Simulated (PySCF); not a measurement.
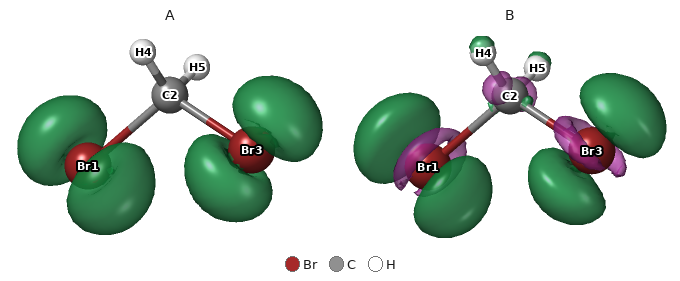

CH$_{2}$Br$_{2}$, SMILES `BrCBr`. The Fukui function f⁻ from two separate SCF calculations and the density of the HOMO, at ±0.04 e/Å³ (green positive, purple negative).

Method: BP86/def2-SVP; geometry: GFN2-xTB; program: PySCF. No frequency check shows the geometry to be a minimum. GFN2-xTB bond lengths at metals and heavier atoms can be off by up to 0.1 Å and shapes distorted, which carries into these values.

Input

```python
import numpy as np
from pyscf import gto, scf, dft
from pyscf.scf import atom_ks, atom_hf
from scipy.linalg import block_diag

def solve(mol, dm0=None, hcore=None):
    mf = (dft.UKS if mol.spin else dft.RKS)(mol, xc='bp86')
    mf.grids.level = 3
    mf = mf.density_fit(auxbasis='def2-universal-jkfit')
    mf.conv_tol, mf.max_cycle = 1e-8, 80
    if hcore is not None:
        mf.get_hcore = lambda *args: hcore
    mf.kernel(dm0)
    if not mf.converged:
        mf = mf.newton().run(mf.mo_coeff, mf.mo_occ, max_cycle=30)
    assert mf.converged, 'SCF not converged'
    return mf

mol = gto.M(atom='''
Br     1.61059     0.12639     0.00000
C      0.00004    -0.95351     0.00000
Br    -1.61060     0.12639     0.00000
H     -0.00009    -1.56302     0.90082
H      0.00009    -1.56302    -0.90082
''', basis='def2-svp', charge=0, spin=0, verbose=4)
mf = solve(mol)
out = dict(e0=mf.e_tot, dm0=mf.make_rdm1(), c=mf.mo_coeff, occ=mf.mo_occ, eps=mf.mo_energy)
for name, dq, spin in [('cation', 1, 1), ('anion', -1, 1)]:
    ion = mol.copy().set(charge=mol.charge + dq, spin=spin).build()
    mi = solve(ion)
    if spin and dq > 0 and mol.nao < 130:
        c, _, stable, _ = mi.stability(return_status=True)
        if not stable:
            mi = solve(ion, mi.make_rdm1(c, mi.mo_occ))
    print(name, 'vertical energy change / eV', (mi.e_tot - mf.e_tot) * 27.211386)
    out.update({'e_' + name: mi.e_tot, 'dm_' + name: mi.make_rdm1(), 's2_' + name: mi.spin_square()[0], 'eps_' + name: mi.mo_energy, 'occ_' + name: mi.mo_occ})
# spherically averaged free atoms, for the promolecule
atm = atom_ks.get_atm_nrks(mol, xc='bp86')
pro = block_diag(*[(atm[a[0]][2] * atm[a[0]][3]) @ atm[a[0]][2].T for a in mol._atom])
np.savez('result.npz', pro=pro, **out)
```

Command:

```sh
OMP_NUM_THREADS=1 python input.py
```

The run took 4 min on 1 thread of Arm Neoverse V2, with other jobs on the host, peak memory 0.44 GiB.

Partitions, critical points and surface values were worked out afterwards from this run's density.

Which panel is which, and how good is the frozen-orbital picture?

B is f⁻ (it has negative regions), A the HOMO density. The HOMO lies on Br1 and Br3 (48 % each); f⁻ (Hirshfeld-condensed) is largest on Br1 and Br3 (0.44 each); the vertical ionisation energy is 10.12 eV. Relaxation shifts 8 % of the electron between atoms. The orbital energy is −6.77 eV.
